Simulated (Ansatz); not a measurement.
# CH4ClGeO (SMILES [CH3][Ge]([OH])[Cl]) at UCCSD(T)/6-31G(d) (spherical functions)

What is the energy change on altering one bond length of CH4ClGeO at UCCSD(T)/6-31G* (spherical functions)? 

The calculation is run with Ansatz 0.2.0.

122 further runs of the same task are left out: 122 set aside as unsound or not needed.

### Step 1. Starting point

CH4ClGeO: 8 atoms, total charge 0, spin state doublet. As SMILES, `[CH3][Ge]([OH])[Cl]`. The shape is that of a PBE0-D4/def2-TZVP optimisation. This is one conformer, not always the lowest.

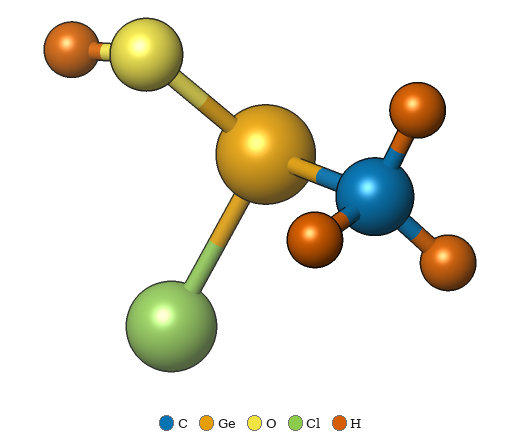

The structure, seen from a chosen angle (carbon blue, germanium amber, oxygen yellow, chlorine green, hydrogen orange).

### Step 2. A single-point energy at UCCSD(T)/6-31G(d) (spherical functions)

The input, input.yaml:

```yaml
crystal:
  periodic: [false, false, false]
  atoms:
    - {symbol: C, position_ang: [0.070000, 1.235100, -0.045900]}
    - {symbol: Ge, position_ang: [-0.661500, -0.553500, 0.272700]}
    - {symbol: O, position_ang: [0.714600, -1.504600, 0.880000]}
    - {symbol: Cl, position_ang: [-1.247100, -1.432100, -1.639400]}
    - {symbol: H, position_ang: [0.419500, 1.652400, 0.898100]}
    - {symbol: H, position_ang: [0.906900, 1.122600, -0.737600]}
    - {symbol: H, position_ang: [-0.694800, 1.876200, -0.480900]}
    - {symbol: H, position_ang: [0.584600, -2.453200, 0.797100]}
basis:
  gaussian:
    orbitals: 6-31G_st_-spherical.json
magnetization:
  spin_polarized: true
  initial_magnetization: 1
correlation:
  method: ccsd_t
  frozen_orbitals: {C: 1, Cl: 5, Ge: 9, H: 0, O: 1}
accuracy: high
scf:
  omitted_lower_state_checks: [cluster_reference, increment]
```

The basis set 6-31G* is read from a file made from the Basis Set Exchange's data (not shown).

Started as:

```bash
ansatz run input.yaml --threads 1 --pin off --max-ram 3480MiB --events-out events.jsonl --progress --plain --runs-dir runs
```

The log of the run:

```text
Warning: RAYON_NUM_THREADS=1 ignored (pool sized by the plan → 1); use --threads N
Functional definition: HF
  name "HF"
  exchange = exact_x
  correlation = 0
these checks for a lower state are left out or cut short: cluster_reference, increment
1884 factors; integrals over basis functions are off by at most 7.8e-9 eV
mean field evaluation 1: about -72097.4567 eV, gradient 2.6e1 eV
mean field evaluation 2: about -72097.5038 eV, gradient 2.6e1 eV
mean field evaluation 4: about -72100.7806 eV, gradient 2.8e0 eV
mean field evaluation 8: about -72100.8805 eV, gradient 1.8e-1 eV
mean field evaluation 16: about -72100.8815 eV, gradient 2.4e-8 eV
mean field -72100.88149579 eV, -2649.6585232375 hartree, gradient 6.5e-8 eV, S^2 0.757069; 0 other end points of the search recorded, 0 dependent functions left out
16 core orbitals not correlated: weight in the atoms' cores, before any rotation towards them, 1.000 or more for the frozen orbitals, at most 0.000 for the correlated occupied ones
reference -72100.88149579 eV, -2649.6585232375 hartree; 18, 17 occupied and 52, 53 virtual orbitals, 1884 factors
second order -18.28653497 eV of doubles, -0.00000000 eV of singles
cycle   1  -18.32411711 eV  change   -3.8e-2 eV  update   1.0e-1
cycle   2  -18.79713969 eV  change   -4.7e-1 eV  update   3.0e-2
cycle   3  -18.90882336 eV  change   -1.1e-1 eV  update   1.8e-2
cycle   4  -18.90398273 eV  change    4.8e-3 eV  update   5.7e-3
cycle   5  -18.90291174 eV  change    1.1e-3 eV  update   3.2e-3
cycle   6  -18.90298917 eV  change   -7.7e-5 eV  update   1.3e-3
cycle   7  -18.90289455 eV  change    9.5e-5 eV  update   5.0e-4
cycle   8  -18.90311184 eV  change   -2.2e-4 eV  update   1.9e-4
cycle   9  -18.90313029 eV  change   -1.8e-5 eV  update   8.6e-5
cycle  10  -18.90309342 eV  change    3.7e-5 eV  update   3.5e-5
cycle  11  -18.90311577 eV  change   -2.2e-5 eV  update   1.7e-5
cycle  12  -18.90311510 eV  change    6.7e-7 eV  update   7.1e-6
cycle  13  -18.90312052 eV  change   -5.4e-6 eV  update   3.1e-6
cycle  14  -18.90311955 eV  change    9.7e-7 eV  update   1.3e-6
cycle  15  -18.90311875 eV  change    8.0e-7 eV  update   5.1e-7
cycle  16  -18.90311879 eV  change   -3.4e-8 eV  update   2.3e-7
cycle  17  -18.90311879 eV  change    2.3e-9 eV  update   8.7e-8
cycle  18  -18.90311880 eV  change   -1.8e-8 eV  update   4.5e-8
cycle  19  -18.90311881 eV  change   -5.1e-9 eV  update   2.6e-8
cycle  20  -18.90311849 eV  change    3.2e-7 eV  update   9.0e-8
cycle  21  -18.90311851 eV  change   -1.2e-8 eV  update   2.1e-8
cycle  22  -18.90311850 eV  change    3.1e-9 eV  update   6.3e-9
cycle  23  -18.90311850 eV  change   -2.6e-9 eV  update   2.5e-9
perturbative correction -0.43495487 eV, -0.0159842965 hartree
Total energy: -72120.21956916 eV, -2650.3691843261 hartree
Checks for a lower state left out: cluster_reference, increment
```

Run time: 81 s. Hardware: 1 thread of Arm Neoverse V2, shared host; peak memory 0.82 GiB.

### Step 3. The distorted shape

The input, molecule.yaml:

```yaml
crystal:
  periodic: [false, false, false]
  atoms:
    - {symbol: C, position_ang: [-0.342823, 1.520425, -0.228087]}
    - {symbol: Ge, position_ang: [-1.074323, -0.268175, 0.090513]}
    - {symbol: O, position_ang: [0.714600, -1.504600, 0.880000]}
    - {symbol: Cl, position_ang: [-1.659923, -1.146775, -1.821587]}
    - {symbol: H, position_ang: [0.006677, 1.937725, 0.715913]}
    - {symbol: H, position_ang: [0.494077, 1.407925, -0.919787]}
    - {symbol: H, position_ang: [-1.107623, 2.161525, -0.663087]}
    - {symbol: H, position_ang: [0.584600, -2.453200, 0.797100]}
basis:
  gaussian:
    orbitals: 6-31G_st_-spherical.json
magnetization:
  spin_polarized: true
  initial_magnetization: 1
scf:
  omitted_lower_state_checks: [cluster_reference, increment]
accuracy: high
correlation:
  method: ccsd_t
  frozen_orbitals: {C: 1, Cl: 5, Ge: 9, H: 0, O: 1}
```

The basis set 6-31G* is read from a file made from the Basis Set Exchange's data (not shown).

Started as:

```bash
ansatz run molecule.yaml --threads 1 --pin off --max-ram 3480MiB --events-out events.jsonl --progress --plain --runs-dir runs
```

The log of the run:

```text
Warning: RAYON_NUM_THREADS=1 ignored (pool sized by the plan → 1); use --threads N
[... 4 set-up lines as earlier in the session ...]
these checks for a lower state are left out or cut short: cluster_reference, increment
1856 factors; integrals over basis functions are off by at most 4.5e-9 eV
mean field evaluation 1: about -72093.9866 eV, gradient 3.1e1 eV
mean field evaluation 2: about -72094.0256 eV, gradient 3.1e1 eV
mean field evaluation 4: about -72098.8222 eV, gradient 3.3e0 eV
mean field evaluation 8: about -72099.0608 eV, gradient 7.0e-1 eV
mean field evaluation 16: about -72099.1969 eV, gradient 2.6e-1 eV
mean field evaluation 32: about -72098.9015 eV, gradient 1.5e0 eV
mean field evaluation 64: about -72099.0799 eV, gradient 6.4e-1 eV
mean field -72099.19981084 eV, -2649.5967224553 hartree, gradient 2.9e-8 eV, S^2 0.945014; 4 other end points of the search recorded, 0 dependent functions left out
16 core orbitals not correlated: weight in the atoms' cores, before any rotation towards them, 1.000 or more for the frozen orbitals, at most 0.000 for the correlated occupied ones
reference -72099.19981084 eV, -2649.5967224553 hartree; 18, 17 occupied and 52, 53 virtual orbitals, 1856 factors
second order -17.92036029 eV of doubles, -0.00000000 eV of singles
cycle   1  -18.13454505 eV  change   -2.1e-1 eV  update   1.2e-1
cycle   2  -18.75498503 eV  change   -6.2e-1 eV  update   5.0e-2
cycle   3  -18.95074675 eV  change   -2.0e-1 eV  update   4.0e-2
cycle   4  -18.99113708 eV  change   -4.0e-2 eV  update   2.4e-2
cycle   5  -19.01701112 eV  change   -2.6e-2 eV  update   1.4e-2
cycle   6  -19.02874032 eV  change   -1.2e-2 eV  update   7.1e-3
cycle   7  -19.03542943 eV  change   -6.7e-3 eV  update   3.9e-3
cycle   8  -19.03846882 eV  change   -3.0e-3 eV  update   2.0e-3
cycle   9  -19.03794024 eV  change    5.3e-4 eV  update   8.8e-4
cycle  10  -19.03802352 eV  change   -8.3e-5 eV  update   4.3e-4
cycle  11  -19.03812660 eV  change   -1.0e-4 eV  update   2.6e-4
cycle  12  -19.03807783 eV  change    4.9e-5 eV  update   1.8e-4
cycle  13  -19.03810197 eV  change   -2.4e-5 eV  update   1.2e-4
cycle  14  -19.03802934 eV  change    7.3e-5 eV  update   8.0e-5
cycle  15  -19.03801343 eV  change    1.6e-5 eV  update   3.9e-5
cycle  16  -19.03802432 eV  change   -1.1e-5 eV  update   1.8e-5
cycle  17  -19.03803352 eV  change   -9.2e-6 eV  update   8.2e-6
cycle  18  -19.03803999 eV  change   -6.5e-6 eV  update   3.9e-6
cycle  19  -19.03804363 eV  change   -3.6e-6 eV  update   2.1e-6
cycle  20  -19.03804450 eV  change   -8.7e-7 eV  update   1.1e-6
cycle  21  -19.03804538 eV  change   -8.8e-7 eV  update   6.2e-7
cycle  22  -19.03804592 eV  change   -5.5e-7 eV  update   3.4e-7
cycle  23  -19.03804602 eV  change   -9.4e-8 eV  update   1.9e-7
cycle  24  -19.03804612 eV  change   -1.1e-7 eV  update   1.1e-7
cycle  25  -19.03804618 eV  change   -6.2e-8 eV  update   6.3e-8
cycle  26  -19.03804614 eV  change    4.2e-8 eV  update   4.2e-8
cycle  27  -19.03804568 eV  change    4.6e-7 eV  update   1.1e-7
cycle  28  -19.03804566 eV  change    2.0e-8 eV  update   3.5e-8
cycle  29  -19.03804564 eV  change    1.9e-8 eV  update   1.6e-8
cycle  30  -19.03804563 eV  change    1.1e-8 eV  update   8.8e-9
cycle  31  -19.03804563 eV  change    4.8e-9 eV  update   4.2e-9
cycle  32  -19.03804562 eV  change    3.9e-9 eV  update   2.2e-9
cycle  33  -19.03804562 eV  change    1.5e-9 eV  update  9.6e-10
perturbative correction -0.48192672 eV, -0.0177104802 hartree
Total energy: -72118.71978318 eV, -2650.3140682077 hartree
Checks for a lower state left out: cluster_reference, increment
```

Wall time 1.8 min (1 thread of Arm Neoverse V2, shared host); peak memory 0.82 GiB.

### Step 4. Results

At UCCSD(T)/6-31G* (spherical functions), 16 core orbitals frozen:

| quantity | value |
| --- | --- |
| first shape: total energy | -2650.36918 Eh |
| first shape: correlation energy (16 core orbitals frozen) | -710.7 mEh |
| first shape: (T) correction | -15.98 mEh |
| first shape: ⟨S²⟩ of the reference determinant | 0.757 |
| first shape: T1 diagnostic | 0.013 |
| distorted shape: total energy | -2650.31407 Eh |
| distorted shape: correlation energy (16 core orbitals frozen) | -717.3 mEh |
| distorted shape: (T) correction | -17.71 mEh |
| distorted shape: ⟨S²⟩ of the reference determinant | 0.945 |
| distorted shape: T1 diagnostic | 0.035 |
| energy change with the Ge2–O3 bond stretched from 1.780 to 2.313 Å | 1.500 eV |

In words: With the Ge2–O3 bond stretched from 1.780 to 2.313 Å the energy rises by 1.50 eV (145 kJ/mol). The first shape isn't relaxed at this level, so the change isn't measured from a minimum. The triples (first shape) make up 2.2 % of the correlation energy. ⟨S²⟩ (distorted shape) is 0.95 where a pure doublet has 0.75: the reference is spin-contaminated. The triples (distorted shape) make up 2.5 % of the correlation energy.
